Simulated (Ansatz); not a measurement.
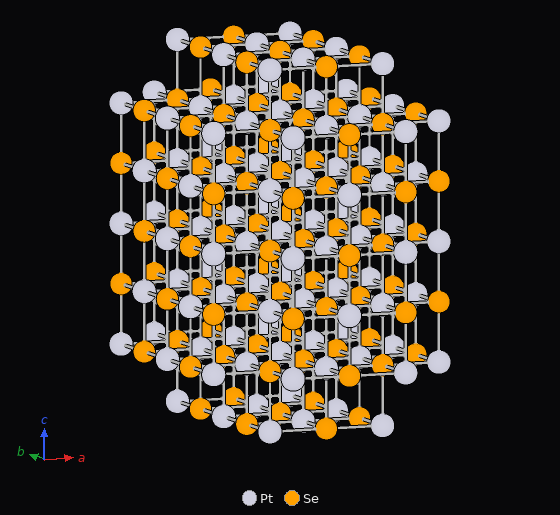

The compound is PtSe (space group Fm-3m, No. 225), taken as the input geometry of an electronic-structure calculation (not necessarily at equilibrium); the starting structure was generated, so it need not be a known form of this composition.

Bonds are taken as Pt–Se below 3.1 Å. The graph is simplified in the usual way: terminal and isolated atoms are pruned, two-connected atoms become edges.

### What kind of net remains, and which atoms are its nodes?

A uninodal 6-connected, three-periodic net: Pt and Se are 6-connected nodes.

### Name the underlying net.

It is the pcu net, known from NaCl, ReO3 and the B-X framework of perovskite.

### Is the net interpenetrated?

It is a single net, without interpenetration.

### Give the point symbol of each node (shortest cycle at each angle).

Pt and Se: 4¹²·6³.

### Give the first six terms of the coordination sequence (nodes one, two, three … edges away).

Pt and Se: 6, 18, 38, 66, 102, 146.
